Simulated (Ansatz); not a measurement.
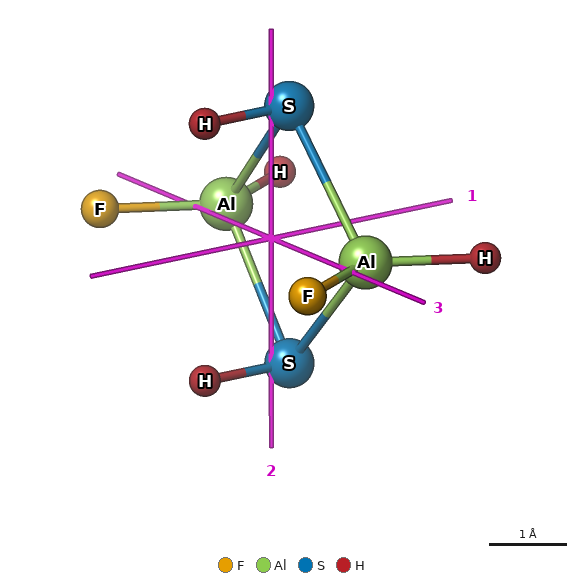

The three principal axes of inertia are drawn and numbered. Distant atoms are faded towards the background colour. The computed structure is the end point of a PBE0-D4/def2-TZVP optimisation. Masses are those of the most abundant isotopes; constants are for the rigid equilibrium geometry.

Which line is the a axis (least moment of inertia), which b and which c?

a is line 3, b is line 2, c is line 1; the moments are 269, 420, 557 u Å².

What kind of rotor is it, and what are its rotational constants in GHz?

An asymmetric top (C2v): A = 1.88, B = 1.20, C = 0.908 GHz. Ray's parameter κ is −0.39, nearer the prolate limit.
